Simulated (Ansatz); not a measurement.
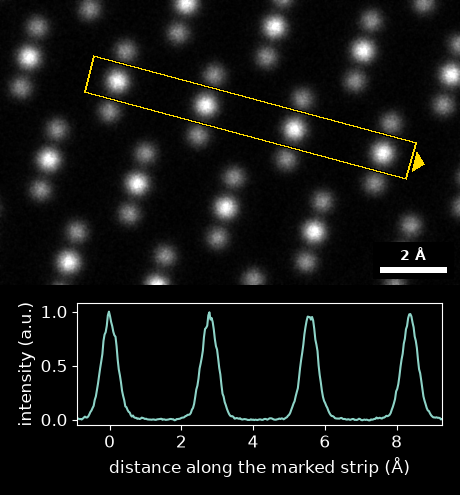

Z-contrast image of Sc (P6_3/mmc, No. 194) along [201]. The image is simulated as a sum over atoms of Z^1.6, blurred by a 0.51 Å probe (no channelling). The probe carries 15 % of its weight in a tail 2.5 times as wide. Shot noise was added. Model: the input geometry of a calculation; the starting structure was generated, so it need not be a known form of this composition.

```cif
data_structure
_symmetry_space_group_name_H-M 'P6_3/mmc'
_symmetry_Int_Tables_number 194
_cell_length_a 3.2914
_cell_length_b 3.2914
_cell_length_c 10.5021
_cell_angle_alpha 90.000
_cell_angle_beta 90.000
_cell_angle_gamma 120.000
_cell_volume 98.53
loop_
_atom_site_label
_atom_site_type_symbol
_atom_site_symmetry_multiplicity
_atom_site_Wyckoff_symbol
_atom_site_fract_x
_atom_site_fract_y
_atom_site_fract_z
_atom_site_occupancy
Sc1 Sc 2 a 0.00000 0.00000 0.00000 1
Sc2 Sc 2 c 0.33333 0.66667 0.25000 1
```

The curve is the intensity along the marked strip, in the direction of its arrowhead, with zero distance at the first column. Brightness is counted from the darkest point of the image.

Q: List the columns that the line crosses, with their positions.

A:
```
position (Å)  atoms per repeat along the beam  height (% of the highest)
         0.0                             2 Sc                        100
         2.8                             2 Sc                        100
         5.6                             2 Sc                        100
         8.4                             2 Sc                        100
```
